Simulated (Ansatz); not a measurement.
# TiAl3 (I4/mmm): the Drude term of Re ε in the infrared

Re ε of TiAl3 (I4/mmm) along x at low photon energies is read from one computed spectrum; the carriers' damping was typed as γ = 0.03 eV. x, y and z are the Cartesian axes of the input cell.

Cell: a, b, c = 5.062, 5.062, 5.062 Å (primitive vectors), 4 atoms.

Method: Ansatz 0.2.0, PBE, independent particles, k-mesh 12×12×12 with interpolation inside its cells, Gaussian parameter 0.1 eV.

Launch of the response step: `ansatz run input.yaml --threads 4 --pin off --max-ram 8192MiB --backend cpu --events-out ev --progress --plain --runs-dir out`. The run took 22 s, on 4 threads of Intel(R) Xeon(R) Platinum 8488C (Sapphire Rapids), with other jobs on the host.

```
photon energy E (eV)  wavelength (µm)    Re ε
                0.25             4.96  -252.3
                0.30             4.13  -164.3
                0.35             3.54  -111.3
                0.40             3.10       ?
                0.50             2.48   -37.3
                0.60             2.07   -18.2
                0.70             1.77   -11.2
```

A Drude term over a constant background gives Re ε = ε_b − ωp²/(E² + γ²), linear in 1/(E² + γ²).

Working, on the rows shown:

| x = 1/(E² + γ²) (eV⁻²) | y = Re ε |
| --- | --- |
| 15.7729 | -252.3 |
| 11.0011 | -164.3 |
| 8.10373 | -111.3 |
| 3.98565 | -37.3 |
| 2.77085 | -18.2 |
| 2.03707 | -11.2 |

Means: x̄ = 7.2785, ȳ = -99.1. Σ(x − x̄)(y − ȳ) = -2583, Σ(x − x̄)² = 145.3. Slope = -2583 / 145.3 = -17.77; intercept = ȳ − slope · x̄ = 30.267. The line misses the rows shown by at most 5.3.

Question: What does the fit predict for the withheld row, and how well does it do?

Answer: At x = 6.215 the line gives y = -80.198. The run gave -77.0, so the interpolation is off by 3.2, 1.3 % of the range in the table.

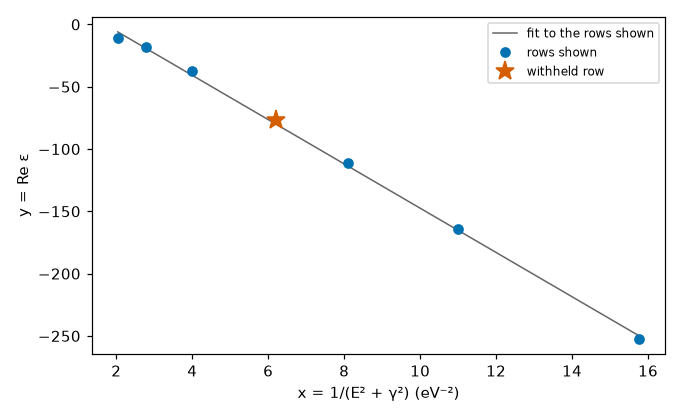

Refitted with all rows, the slope is -17.79 and the intercept 30.866. These give ωp = √(−slope) = 4.22 eV, against 4.34 eV from the program's Fermi-surface sum, and an intercept of 30.9. Taking the program's Drude term off the rows leaves 45 at the lowest energy and 27 at the highest, so the background isn't constant: interband transitions lie in or near the window, and neither fitted number can be trusted. The values come from a sum over the points of one k-mesh and carry its error, which is largest for Fermi-surface quantities.

[Logs are printed without paths, hosts, clocks, repeated set-up lines and the standing remarks that a program may print on its own settings, such as how far it seeks lower states.]
